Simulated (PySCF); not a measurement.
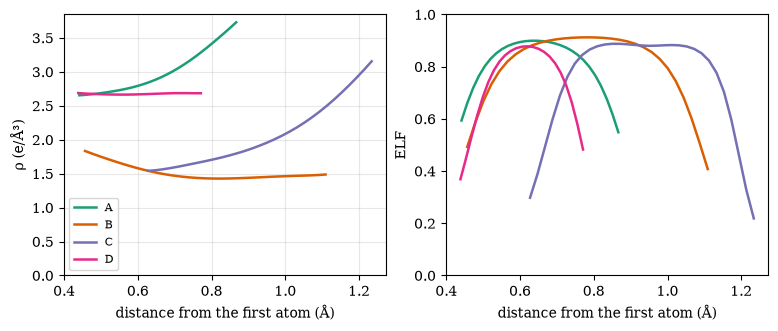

*C$_{5}$H$_{3}$N$_{3}$S. Electron density and ELF along straight lines between neighbouring atoms. The curves leave out the atomic cores.*

Geometry: GFN2-xTB.

Computed with PBE0/def2-SVPD, SCF density, gas phase in PySCF.

```
atom    x (Å)    y (Å)    z (Å)
   N  -3.7604   0.3657   0.1797
   C  -2.8861  -0.3772  -0.3425
   C  -1.4809  -0.2469  -0.2153
   C  -0.2988  -0.0543  -0.0488
   C   1.0858   0.1230   0.1116
   N   1.9776  -0.7148  -0.4814
   C   3.1707  -0.3466  -0.1843
   S   3.1880   1.0572   0.8434
   N   1.5703   1.1061   0.8416
   H  -3.3930   1.1297   0.7464
   H  -3.2326  -1.2069  -0.9539
   H   4.0606  -0.8357  -0.5226
```

Which curve belongs to which contact (C–C, C–N, C–S and S–N)? The first atom named is at distance zero.

Answer. Curve A: C–N (1.26 Å): ρ at the midpoint is about 2.8 e/Å³; the ELF peaks at about 0.90 between the atoms; a multiple bond. Curve B: C–S (1.74 Å): ρ is about 1.4 e/Å³ halfway; the ELF peaks at about 0.90 between the atoms; localised, covalent bonding. Curve C: S–N (1.62 Å): ρ at the midpoint is about 1.7 e/Å³; the ELF peaks at about 0.90 between the atoms, as expected for a covalent bond. Curve D: C–C (1.21 Å): ρ at the midpoint is about 2.7 e/Å³; the ELF peaks at about 0.90 between the atoms: a short, multiple covalent bond.
